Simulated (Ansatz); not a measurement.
## Hypothetical CdI2 type NbH2 under a change: H → C

The parent structure is NbH2 in the CdI2 type structure (space group P-3m1, No. 164; a = 2.853 Å, c = 4.830 Å; a hypothetical phase, not in the database extracts checked; layered, stacked along the Cartesian z axis).

Modification: C takes the place of H on all its sites, then cell and atoms are relaxed.

Calculations: r2SCAN+rVV10 in Ansatz (plane waves to 500 eV, PAW, no SOC). Γ-centred 17×17×10 mesh, Fermi–Dirac width 0.05 eV, for the changed cell.

```json
[
 {"quantity": "volume per atom", "base": "11.35 Å³", "changed": "13.78 Å³", "shift": "+2.436 Å³"},
 {"quantity": "density", "base": "4.63 g/cm³", "changed": "4.70 g/cm³", "shift": "+0.07 g/cm³"},
 {"quantity": "c/a ratio", "base": "1.693", "changed": "1.428", "shift": "-0.265"},
 {"quantity": "space group", "base": "P-3m1 (No. 164)", "changed": "P-3m1 (No. 164)", "shift": "–"},
 {"quantity": "shortest interatomic distance", "base": "2.006 Å", "changed": "2.148 Å", "shift": "+0.142 Å"},
 {"quantity": "band gap", "base": "zero", "changed": "zero", "shift": "–"}
]
```

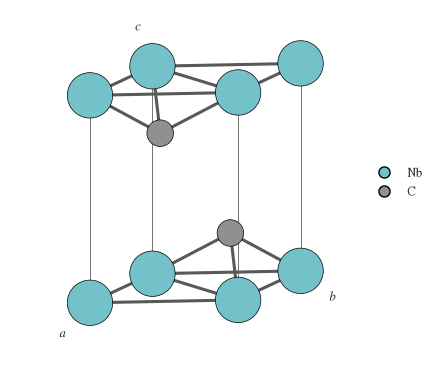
Figure: The relaxed conventional cell after the change

No phonon test of stability was made. As relaxed here, NbC2 is a hypothetical phase, not in the database extracts checked. The final runs are not spin-polarised. An odd electron count without spin: NbC2 and NbH2. NbC2 has a high density of states at the Fermi level and may be magnetic at this level.

Ansatz is an electronic-structure program.
